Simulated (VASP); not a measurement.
Band structure of ZnS (space group F-43m). Level of theory: SCAN meta-GGA, VASP's PBE PAW potentials (set 64) (plane waves; VASP).

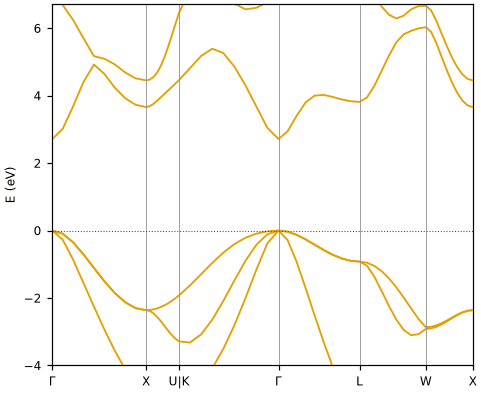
Bands along high-symmetry lines, zero at the valence-band maximum or, without a gap, the Fermi level

### Question
Read the plot: is there a gap, and where are the band edges?

### Answer
The gap is direct, 2.72 eV, from the valence maximum at Γ to the conduction minimum at Γ.

The structure comes from a measured ZnS entry (F-43m) of the Crystallography Open Database, whose conditions weren't checked. It was relaxed first.
